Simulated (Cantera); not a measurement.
Input: 1 mol Fe2O3, 3.1 mol Cl2, 1.6 mol N2, held at 0.300 bar.

Method: chemical equilibrium by Gibbs-energy minimisation in Cantera with the NASA 1993 tables (ideal gas, pure condensed phases). Candidate condensed phases: Fe, FeCl2, FeCl3, FeO, Fe2O3, Fe3O4; 19 gas species. Condensed phases not in the tables: FeOCl. Rates play no part.

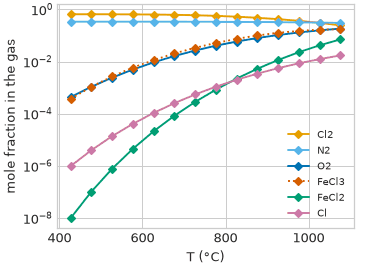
Fig. 1. Equilibrium gas composition (values under 1e-9 drawn at 1e-9)

From 427 °C to 1077 °C the condensed part is Fe2O3(s). The main Fe-bearing gas is FeCl3 throughout. The share of Fe in condensed phases is highest at 427 °C (99.9 %) and lowest at 1077 °C (35.1 %).
